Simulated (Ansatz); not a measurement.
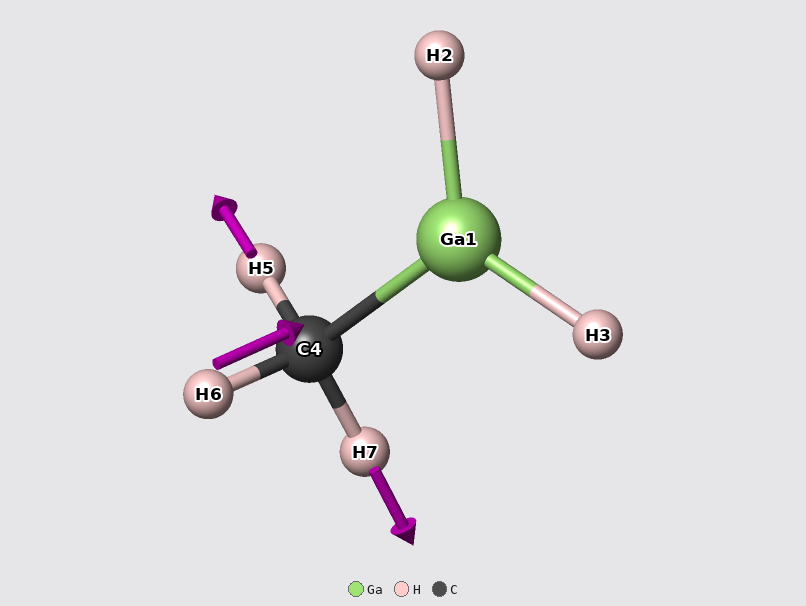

The arrows show one normal mode. Harmonic vibrations computed with RKS PBE0-D4/def2-TZVP (Ansatz 0.2.0) at a stationary point of the same level. It is a saddle point of order 1.

> What kind of motion is it?

Mostly out-of-phase stretching of 3 C–H bonds.

> At what wavenumber does it lie?

3123 cm⁻¹; it is mode 14 of 15 counted from the lowest.
